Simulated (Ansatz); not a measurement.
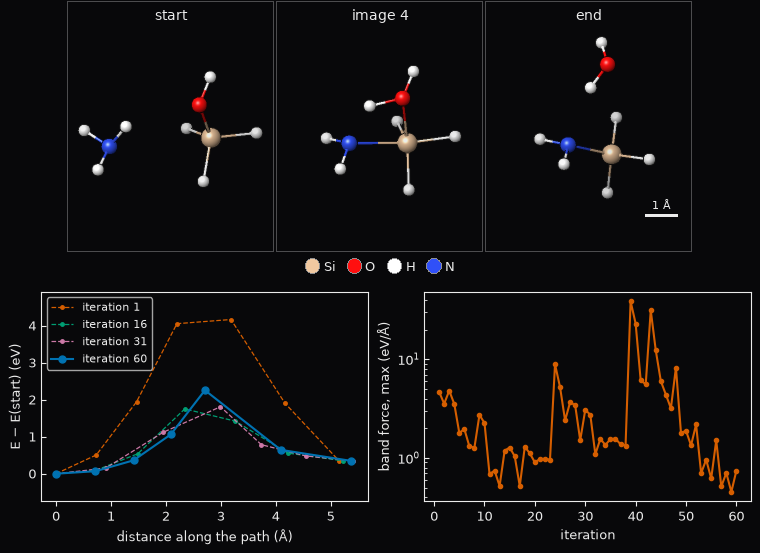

A nudged-elastic-band calculation for SiNH7O, made up at the start of SiH$_{4}$O and NH₃. Images are numbered from 0 (start) to 6 (end). The plot follows the band through its iterations. The picture is a ball-and-stick view, seen at a tilt.

Theory: Ansatz 0.2.0, RHF/def2-SVP. Set-up: 5 movable images; climbing image; force threshold 0.05 eV/Å; iteration limit 60; optimiser L-BFGS; largest step 0.5 Å; starting path through a guess of the saddle point.

### Judge this run.

The result isn't final. The band hadn't converged when the run stopped after 60 iterations. The largest component of the band force went from 4.7 to 0.74 eV/Å. The barrier read from it is provisional: over the last two iterations the highest image moved from 2.22 eV to 2.26 eV. The step length is far from the usual. The first iteration put the highest image at 4.17 eV. Forward barrier 2.26 eV, backward barrier 1.91 eV, with image 4 at the top; the reaction energy is +0.35 eV.

Limits of the set-up: the start holds two separate molecules, 2.4 Å apart at their closest, whose relative position is a soft coordinate and is computed without a dispersion correction; Hartree-Fock leaves out electron correlation.
